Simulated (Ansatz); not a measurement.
Cell of (AlP)7/(GaP)7 zinc blende (110) superlattice on AlP, with its geometry taken from a PBE run:

```xyz
28
Lattice="3.8952 0.0000 0.0000 0.0000 5.5074 0.0000 0.0000 0.0000 27.2566" Properties=species:S:1:pos:R:3 pbc="T T T"
Al     0.0000     0.0008     0.0000
P      1.9476     1.3741     0.0010
Al     1.9476     2.7531     1.9459
P      0.0000     4.1295     1.9464
Al     0.0000    -0.0011     3.8936
P      1.9476     1.3754     3.8931
Al     1.9476     2.7524     5.8407
P      0.0000     4.1291     5.8407
Al     0.0000    -0.0011     7.7878
P      1.9476     1.3754     7.7883
Al     1.9476     2.7531     9.7355
P      0.0000     4.1295     9.7350
Al     0.0000     0.0008    11.6814
P      1.9476     1.3741    11.6804
Ga     1.9476     2.7545    13.6304
P      0.0000     4.1333    13.6266
Ga     0.0000     0.0004    15.5761
P      1.9476     1.3766    15.5762
Ga     1.9476     2.7552    17.5222
P      0.0000     4.1316    17.5230
Ga     0.0000     0.0017    19.4690
P      1.9476     1.3780    19.4690
Ga     1.9476     2.7552    21.4158
P      0.0000     4.1316    21.4150
Ga     0.0000     0.0004    23.3618
P      1.9476     1.3766    23.3617
Ga     1.9476     2.7545    25.3075
P      0.0000     4.1333    25.3114
```

The numbers are results of HSE06 (plane waves to 420 eV, PAW; Ansatz, a first-principles code), not measurements. Spin–orbit coupling is left out. Its k-point mesh 4×3×1, Fermi–Dirac width 0.01 eV. HSE06 ran on meshes of its own (4×3×1); its edges and gaps are taken over the mesh and over extra points off it, mostly where PBE has its edges.

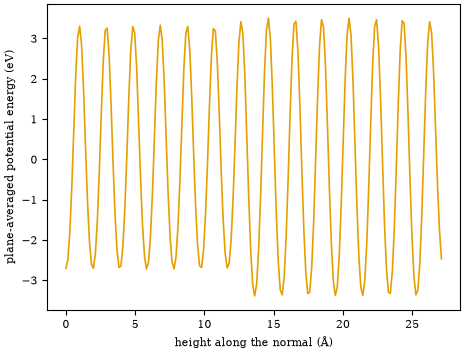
Fig. 1. Smooth (PAW) electrostatic potential energy of an electron, averaged over planes, about its mean

The curve spans 6.9 eV over the stretch drawn.
